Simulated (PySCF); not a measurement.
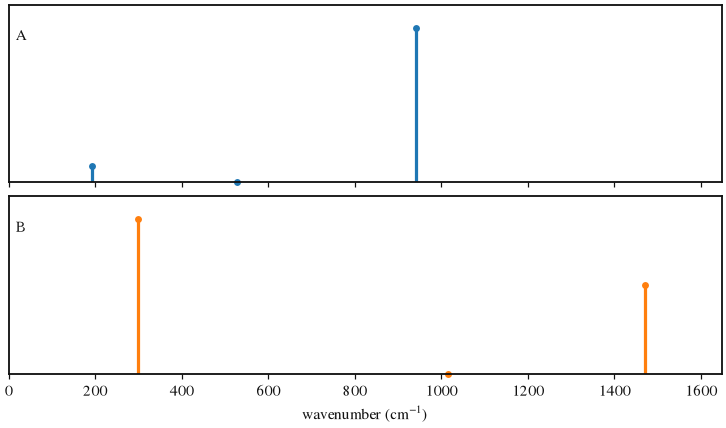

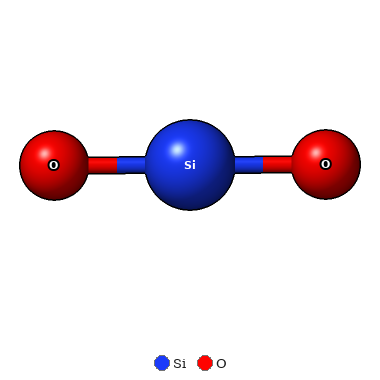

Harmonic infrared lines of SiO₂ and SiS₂, all D∞h singlets, each the lowest point that its search found (SiO₂ is drawn); the ligand atom changes down one group of the periodic table. PBE0/def2-TZVP, PySCF 2.14.0, unscaled, no spin-orbit coupling; each panel is scaled to its strongest line, degenerate modes are one line with their intensities summed, and dots on the axis are modes too weak to show or inactive.

Which panel belongs to which molecule?

A: SiS₂ (strongest line 941.7 cm⁻¹); B: SiO₂ (strongest line 299.4 cm⁻¹).

How do the bond length and the stretches change along the series?

Mean bond length: SiO₂ 1.506, SiS₂ 1.918 Å, rising down the group. Highest σu+ mode: SiO₂ 1471, SiS₂ 942 cm⁻¹, falling down the group.

Give the modes by symmetry (cm⁻¹).

| symmetry | SiO₂ | SiS₂ |
| --- | --- | --- |
| πu | 299.4 | 193.0 |
| σg+ | 1015.1 | 528.1 |
| σu+ | 1471.1 | 941.7 |
